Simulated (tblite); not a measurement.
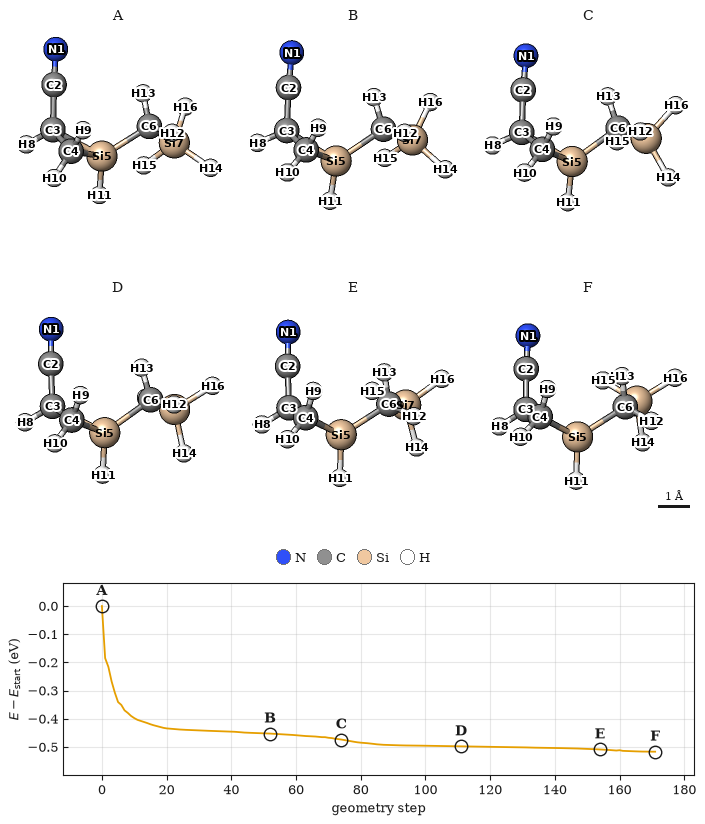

Frames of a relaxation of C4H9NSi2, marked on the history of the run. Style: ball-and-stick. Shown at a tilt.

The calculation used tblite 0.8.0, GFN2-xTB geometry optimisation, gas phase. 

**Describe the path.**

H15 moves most after the best rigid fit: 1.89 Å. By element the largest moves are H 1.89 Å, N 1.06 Å, C 0.73 Å, Si 0.52 Å. Among the contacts that change: C2–C3 1.468 → 1.404 Å, C3–Si5 1.852 → 1.916 Å, C3–C4 1.502 → 1.549 Å, Si5–C6 1.838 → 1.884 Å. Bond angles that change, for instance: Si5–C3–H8 112.7° → 119.8°, Si5–C6–Si7 107.9° → 114.8°, H12–C6–H13 111.4° → 106.6°. Groups turn about Si5–C6 by about 50°, C6–Si7 by about 45°. Over 171 geometry steps the energy falls by 0.516 eV. The run took 2.1 s on 1 thread of Arm Neoverse N1 (shared host). From step 0 to 52: H15 moves most (0.46 Å), energy −0.452 eV. From step 52 to 74: H15 moves most (0.55 Å), energy −0.021 eV. From step 74 to 111: H14 moves most (0.53 Å), energy −0.024 eV. From step 111 to 154: H13 moves most (0.47 Å), energy −0.011 eV. From step 154 to 171: H15 moves most (0.41 Å), energy −0.008 eV.
